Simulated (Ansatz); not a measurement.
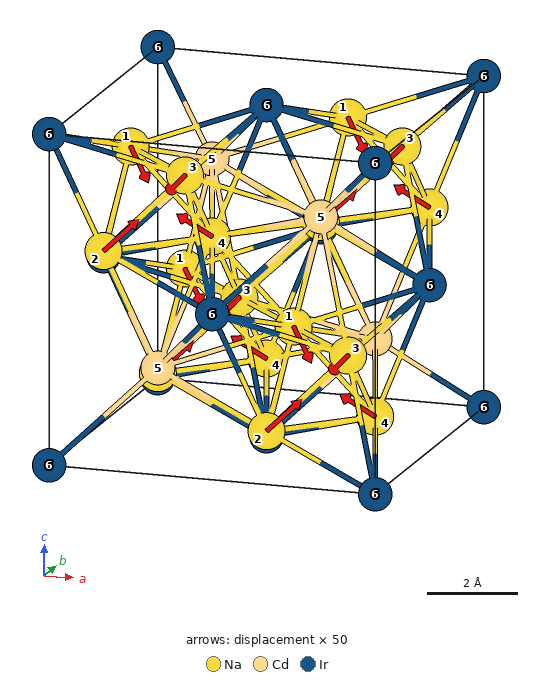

This is a relaxation of crystalline Na$_{4}$CdIr (built on the MgInCu4 type) (coarse preliminary run). The starting structure is drawn; red arrows show the displacements (the part carried along by the change of the cell is left out), magnified 50 times.

The picture is a ball-and-stick view of the conventional cell (4 times the calculation's cell), seen slightly off an axis. Lengths and directions refer to the drawn axes.

Case: MgInCu4 type (F-43m, No. 216).

Computed with DFT PBE, scalar-relativistic, plane waves, PAW in Ansatz 0.2.0.

Input
```yaml
crystal:
  lattice:
    - [0.0, 3.8422917012, 3.8422917012]
    - [3.8422917012, 0.0, 3.8422917012]
    - [3.8422917012, 3.8422917012, 0.0]
  atoms:
    - { symbol: Na, position: [0.375, 0.875, 0.375] }
    - { symbol: Na, position: [0.375, 0.375, 0.875] }
    - { symbol: Na, position: [0.375, 0.375, 0.375] }
    - { symbol: Na, position: [0.875, 0.375, 0.375] }
    - { symbol: Cd, position: [0.75, 0.75, 0.75] }
    - { symbol: Ir, position: [0.0, 0.0, 0.0] }
basis:
  ecutwfc: 420
kpoints:
  mp_grid: { grid: [4, 4, 4] }
hamiltonian:
  xc: pbe
scf:
  occupations: { method: gaussian, width: 0.1 }
  lower_state_search: "off"
output:
  forces: true
  stress: true
  eigenvalues: true
relax:
  adjacent_minimum: "off"
  f_tol: 0.04
  max_steps: 70
  cell: { stress_tol: 0.4 }
```

Run as
```bash
ansatz run input.yaml --threads 1 --pin off --max-ram 2560MiB --backend cpu --events-out ev --progress --plain --runs-dir out
```

> What happened in the run?

Over 2 accepted moves (3 points after the start) the energy falls by 30.9 meV per atom. The largest force component goes from 0.13 to 0.004 eV/Å. Pressure: 4.31 GPa at the start and 0.27 GPa at the end. At 1 point the geometry stayed and the basis and grid were re-selected for the new cell (energy shift of 0.2 meV per atom at most each time). The largest moves relative to the cell, 0.022 Å, are those of Na1, Na2, Na3 and Na4. Na3 goes along [−1 1 −1]. Ir and Cd stay in place. Cell: a = b = c 7.685 → 7.978 Å (+3.8 %). Volume +11.9 %. Among the contacts that change: Na1–Na2 2.717 → 2.857 Å, Cd5–Ir6 3.328 → 3.455 Å, Na1–Cd5 3.186 → 3.311 Å, Na1–Ir6 3.186 → 3.304 Å. The space group stays F-43m (No. 216). Cost: 14 s on 1 thread of Arm Neoverse V2 (shared host), peak memory 0.37 GiB.
